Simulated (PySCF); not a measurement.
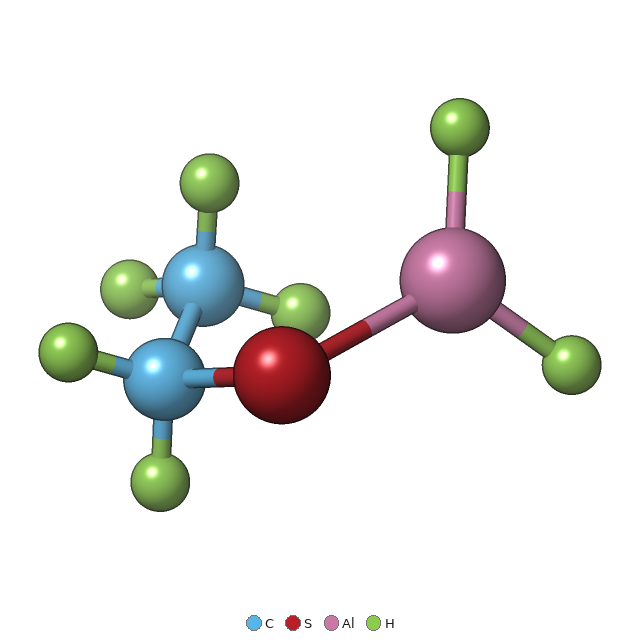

Ball-and-stick drawing of a structure.

The geometry was computed by an optimisation with GFN2-xTB. No frequency run is at hand to confirm it as a minimum.

**Count the atoms of each element.**

C2H7AlS, 11 atoms: 2 carbon, 7 hydrogen, 1 aluminium and 1 sulfur.

**Give the symmetry (Schoenflies symbol).**

C1.

**Write the SMILES.**

CC[S][AlH2]

**Count the bonded pairs by element.**

5 C–H, 2 Al–H, 1 C–C, 1 C–S, 1 Al–S.

More results for the same structure follow; atom numbers are the same in all pictures, views and colours differ.

**Geometry**

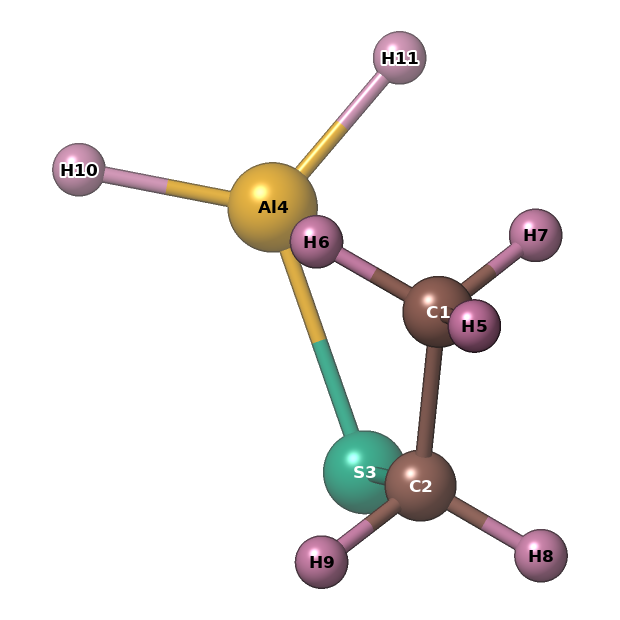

S3 lies behind C2. The molecule seen a little off the C2–S3 bond, C2 in front. Depth is shown by fading: the farther an atom, the more it takes the colour of the background. No frequency run is at hand to confirm it as a minimum.

**What is the torsion angle C1–C2–S3–Al4? The sign is positive where the front bond must turn clockwise to cover the back bond.**

−18°, synperiplanar.

**Dipole moment**

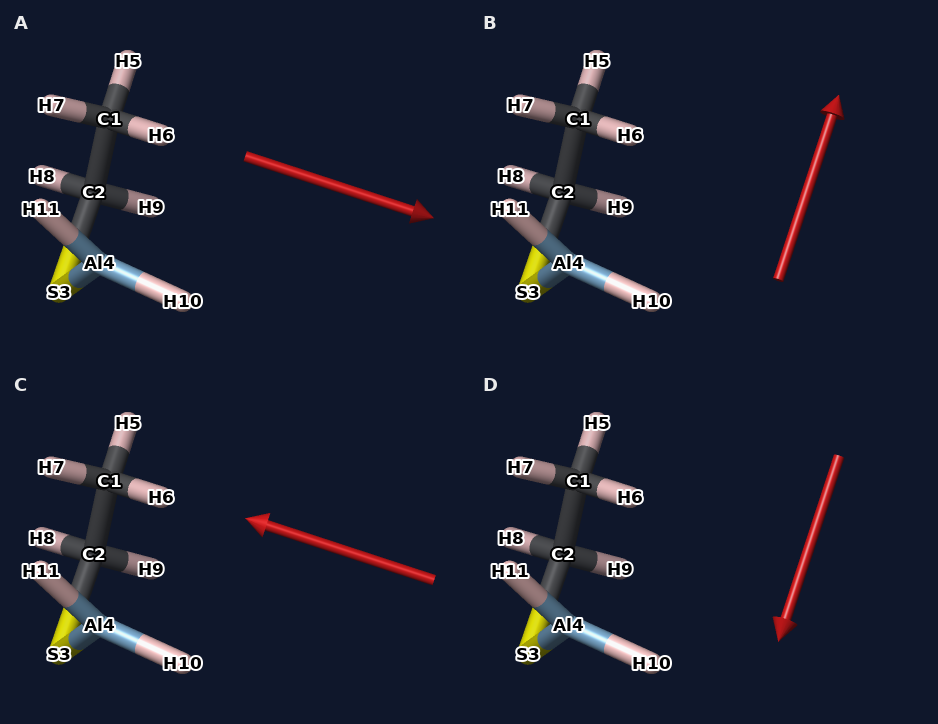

The same molecule four times, each with an arrow. No frequency run is at hand to confirm it as a minimum. Properties computed with CAM-B3LYP/def2-SVPD, gas phase (PySCF 2.14.0).

**Which arrow points along the dipole moment, from the negative to the positive end?**

B. The dipole moment is 2.12 D; it points from the side of S3, H10 to the side of H5 (the outermost atoms at the two ends).

**Core levels**

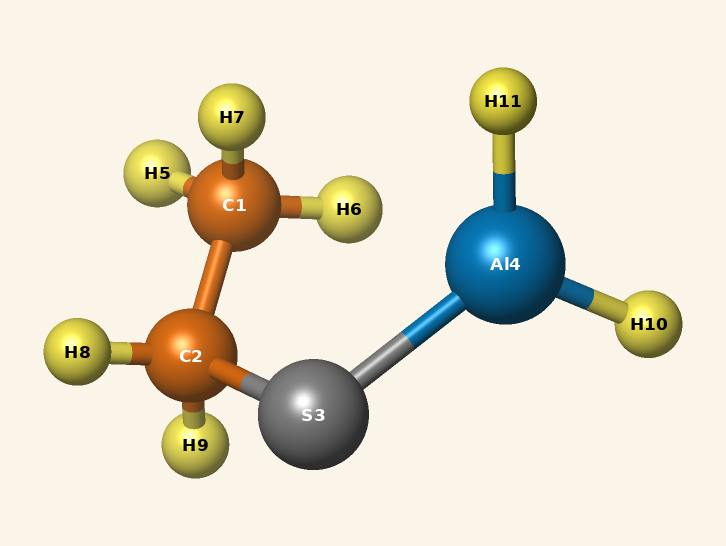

No frequency run is at hand to confirm it as a minimum. Level of theory: delta-SCF UKS SCAN, pcX-2 on the ionised atom, pcseg-1 elsewhere, spin-free X2C (PySCF 2.14.0).

Give the core-electron binding energies (to vacuum; p and d levels without spin–orbit splitting) of C1 1s, C2 1s, S3 1s, S3 2p, Al4 1s, Al4 2p.

```
atom  level  binding energy (eV)
  C1     1s                291.4
  C2     1s                291.5
  S3     1s               2476.0
  S3     2p                168.6
 Al4     1s               1567.1
 Al4     2p                 80.8
```

**Electronic properties**

No frequency run is at hand to confirm it as a minimum. Method: CAM-B3LYP/def2-SVPD, gas phase (PySCF 2.14.0). Excitations: vertical, linear response.

**What is the lowest vertical singlet excitation?**

3.83 eV.

**Estimate the mean static polarisability.**

72.7 bohr³.

**Estimate the LUMO energy (Kohn–Sham orbital).**

−0.69 eV.

**Estimate the brightest of the 8 lowest singlets.**

5.96 eV.

The geometry is semi-empirical. Around Al such bond lengths and angles can be off by a tenth of an ångström or more and by several degrees, and values that hang on the shape move with them.
